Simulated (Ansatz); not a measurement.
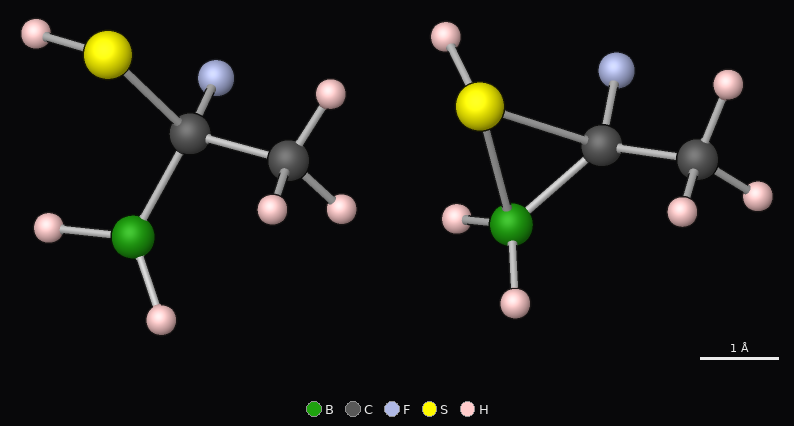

Two geometries of C$_{2}$H$_{6}$BFS (coarse preliminary run), drawn at one scale. One is the start of a relaxation, the other its converged end. A ball-and-stick model, seen at a tilt.

Level of theory: RKS PBE-D4/def2-SVP in Ansatz 0.2.0. (force threshold 0.03 eV/Å; at most 200 steps)

Q: Which of the two is the end point?

A: The right one is the relaxed one. The start comes from a force field. After 9 geometry steps the energy has fallen by 103.2 kJ/mol. The largest force component goes from 3 to 0.025 eV/Å. An H atom moves most after the best rigid fit: 0.79 Å. By element the largest moves are H 0.79 Å, S 0.74 Å, B 0.31 Å, C 0.28 Å, F 0.11 Å. Among the contacts that change: B–S 2.814 → 2.060 Å, C–S 1.832 → 2.004 Å, H–S 1.422 → 1.363 Å, B–H 1.159 → 1.218 Å. Among the angles between lasting bonds that change: B–C–S 111.1° → 69.4°, B–C–C 109.1° → 127.1°, C–B–H 125.2° → 116.7°. Groups turn about C–S by about 35°.
